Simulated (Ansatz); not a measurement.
## Si₂H₃SCl: phonon calculation

- system: Si₂H₃SCl, SMILES Cl[SiH]1[SiH2]S1
- method: RKS PBE0-D4/def2-TZVP (Ansatz 0.2.0)

The geometry comes from this level: PBE0-D4/def2-TZVP. Figures and captions count atoms from 1; the log counts them from 0 in places.

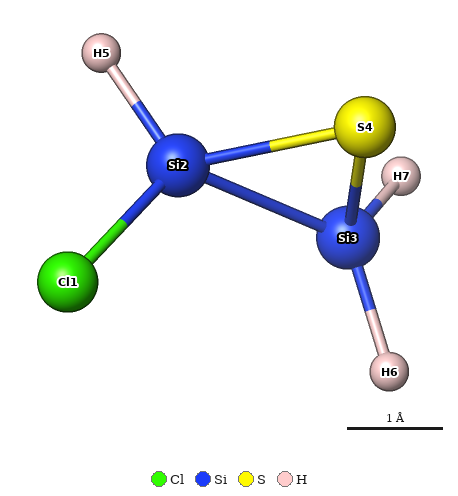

**Figure 1.** The input geometry (ball-and-stick view, seen at a tilt; atoms are numbered from 1 in the order of the input). Bond lengths as drawn: Cl–Si 2.05 Å, H–Si 1.48 Å, Si–Si 2.24 Å and S–Si 2.13 to 2.17 Å.

Results in brief:

| quantity | value |
| --- | --- |
| outcome | converged |
| total energy | −39151.2477 eV |
| mean-field energy | −39151.0436 eV |
| dispersion energy | −0.2041 eV |
| largest force (length of the vector) | 0.004 eV/Å |
| dipole moment | 1.60 D |
| hardware | 2 threads of Arm Neoverse N1, 23 GiB of memory available, shared host |
| wall time | 3.6 min (CPU time 7.1 min) |
| peak memory | 0.44 GiB |

Input:
```yaml
crystal:
  periodic: [false, false, false]
  atoms:
    - {symbol: Cl, position_ang: [-2.567150, 0.858745, 0.246590]}
    - {symbol: Si, position_ang: [-0.763378, 0.414670, -0.612213]}
    - {symbol: Si, position_ang: [0.836138, -0.689417, 0.497023]}
    - {symbol: S, position_ang: [0.937222, 1.445724, 0.147560]}
    - {symbol: H, position_ang: [-0.938499, 0.458712, -2.077277]}
    - {symbol: H, position_ang: [0.655589, -1.075860, 1.915215]}
    - {symbol: H, position_ang: [1.901379, -1.480675, -0.162498]}
basis:
  gaussian: {orbitals: def2-TZVP}
hamiltonian: {xc: pbe0, dispersion: d4}
phonons: {temperatures: {t_min: 298.15, t_max: 900, t_step: 200}}
```

Launched with:
```bash
ansatz run in.yaml --threads 2 --pin off --events-out ev --progress --plain --max-ram 4352MiB
```

The program's output:
```
Functional definition: PBE0
  name "PBE0"
  cite "Adamo & Barone, J. Chem. Phys. 110, 6158 (1999) doi:10.1063/1.478522"
  cite "Perdew, Burke & Ernzerhof, Phys. Rev. Lett. 77, 3865 (1996) doi:10.1103/PhysRevLett.77.3865"
  parent pbe
  parameter a = 0.25
  parameter kappa = 0.804
  parameter beta = 0.06672455060314922
  exchange = (1 - a)*pbe_x(kappa = kappa, mu = beta*pi^2/3) + a*exact_x
  correlation = pbe_c(beta = beta)
1207 factors; their error is unknown
mean field evaluation 1: about -39150.0359 eV, gradient 1.8e1 eV
mean field evaluation 2: about -39150.2619 eV, gradient 1.6e1 eV
mean field evaluation 4: about -39150.9127 eV, gradient 1.1e0 eV
mean field evaluation 8: about -39151.0435 eV, gradient 1.6e-1 eV
mean field evaluation 16: about -39151.0435 eV, gradient 5.3e-5 eV
mean field -39151.04353771 eV, -1438.7743124804 hartree, gradient 5.3e-5 eV, S^2 0.000000; 0 other end points of the search recorded, 0 dependent functions left out
the calculation of the forces begins
reference -39151.04356947 eV, -1438.7743136475 hartree; 32, 32 occupied and 134, 134 virtual orbitals, 1207 factors
these checks for a lower state are left out or cut short: stability, starts, cluster_reference, orbital_swaps, neighbouring_geometries, increment
1207 factors; their error is unknown
mean field -39151.04342573 eV, -1438.7743083653 hartree, gradient 2.7e-6 eV, S^2 0.000000; 0 other end points of the search recorded, 0 dependent functions left out
[... from here on the field's lines of each further geometry are left out, up to the last ...]
the calculation of the forces begins
reference -39151.04354889 eV, -1438.7743128913 hartree; 32, 32 occupied and 134, 134 virtual orbitals, 1207 factors
these checks for a lower state are left out or cut short: stability, starts, cluster_reference, orbital_swaps, neighbouring_geometries, increment
1207 factors; their error is unknown
mean field -39151.04352595 eV, -1438.7743120482 hartree, gradient 1.7e-6 eV, S^2 0.000000; 0 other end points of the search recorded, 0 dependent functions left out
the calculation of the forces begins
reference -39151.04355771 eV, -1438.7743132154 hartree; 32, 32 occupied and 134, 134 virtual orbitals, 1207 factors
Total energy: -39151.24770218 eV, -1438.7818153861 hartree
Atom 0 at    -2.567150     0.858745     0.246590 Å, force    -0.002393     0.001604     0.001664 eV/Å
Atom 1 at    -0.763378     0.414670    -0.612213 Å, force    -0.001663    -0.001296    -0.002132 eV/Å
Atom 2 at     0.836138    -0.689417     0.497023 Å, force     0.000640     0.002357     0.002574 eV/Å
Atom 3 at     0.937222     1.445724     0.147560 Å, force     0.000138     0.001226     0.000742 eV/Å
Atom 4 at    -0.938499     0.458712    -2.077277 Å, force     0.002553    -0.001042    -0.001283 eV/Å
Atom 5 at     0.655589    -1.075860     1.915215 Å, force     0.001049    -0.001590     0.000731 eV/Å
Atom 6 at     1.901379    -1.480675    -0.162498 Å, force    -0.000324    -0.001258    -0.002295 eV/Å
Dipole moment:     0.099532    -0.304820    -0.088647 e Å
Vibrations: 137.91 170.89 374.05 431.51 485.65 525.46 584.31 591.05 638.09 710.84 790.22 940.57 2236.55 2254.95 2266.19 cm⁻¹, zero-point energy 0.814467 eV
```

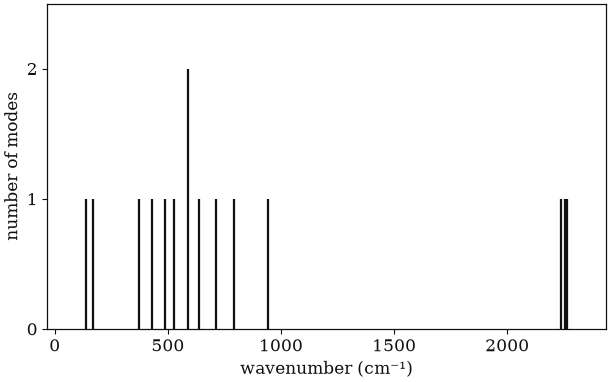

**Figure 2.** Harmonic vibrational wavenumbers from the force constants; neighbouring modes closer than 10 cm⁻¹ are counted in one stick. 15 modes from 138 to 2266 cm⁻¹, none imaginary.

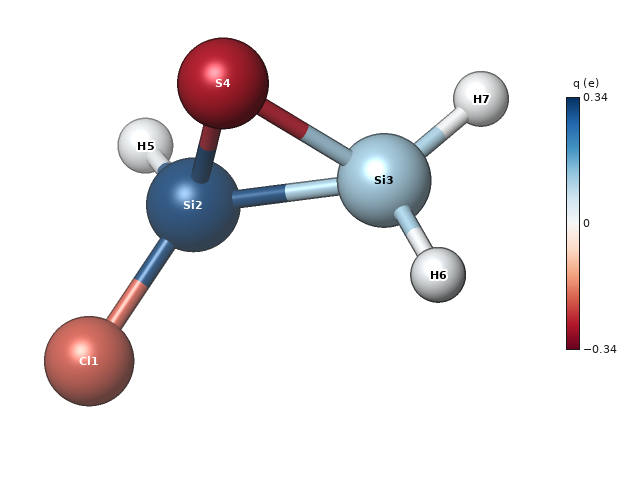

**Figure 3.** Mulliken charges, as the colour of each atom (ball-and-stick view, seen at a tilt; atoms are numbered from 1 in the order of the input). By element: Cl −0.21, Si +0.12 to +0.32, S −0.26 and H +0.01 to +0.02 e.
